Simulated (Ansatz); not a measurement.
System: C₂H₃Sb (SMILES C[C]#[Sb]).

Input file:

```
crystal:
  periodic: [false, false, false]
  atoms:
    - symbol: C
      position_ang: [-0.413215, -2.531404, -1.581429]
    - symbol: C
      position_ang: [-1.275530, -1.471152, -1.086508]
    - symbol: Sb
      position_ang: [-2.383591, -0.108682, -0.450598]
    - symbol: H
      position_ang: [-0.409319, -2.566183, -2.686410]
    - symbol: H
      position_ang: [0.632083, -2.389416, -1.250668]
    - symbol: H
      position_ang: [-0.743472, -3.522567, -1.219853]
basis:
  gaussian:
    orbitals: def2-TZVPD
magnetization:
  spin_polarized: false
output:
  forces: true
  orbitals: {seedname: orbitals}
hamiltonian:
  xc: {name: PBE0}
```

Run with:

```sh
ansatz run input.yaml --threads 1 --pin off --max-ram 2610MiB --events-out events.jsonl --progress --plain --runs-dir runs
```

Geometry: r2SCAN-D4/def2-SVP; core potentials replace the inner electrons of Sb.

Computed with isolated molecule in a Gaussian basis; Kohn-Sham density functional theory, functional PBE0 in Ansatz.

### What can the converged electron density and electron localisation function tell about the bonding?

C–C (1.45 Å): the density is about 1.9 e/Å³ at the midpoint; the ELF peaks at about 0.95 between the atoms; localised, covalent bonding.
C–Sb (1.87 Å): the density is about 1.1 e/Å³ at the midpoint; the ELF peaks at about 0.80 in the valence shell of C, 0.6 Å from its nucleus, and drops to about 0.20 between the two atoms.
C–H (1.11 Å): ρ is about 1.9 e/Å³ halfway; the ELF climbs to about 1 towards the hydrogen, as it does in any bond to H (a covalent bond by its length).

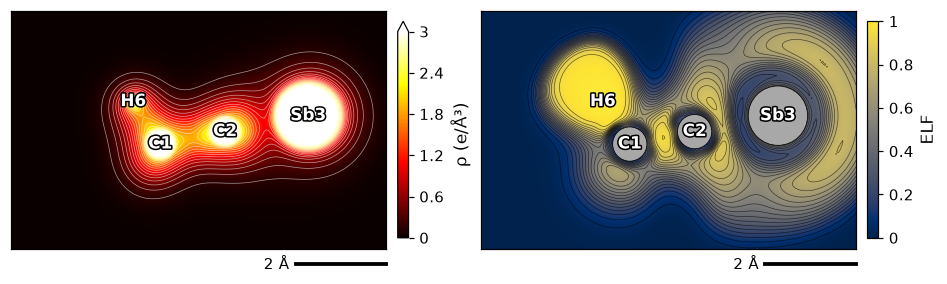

Computed electron density and electron localisation function on the plane of atoms C2, C1 and H6, in this order. Grey discs cover the atomic cores in the ELF map. 
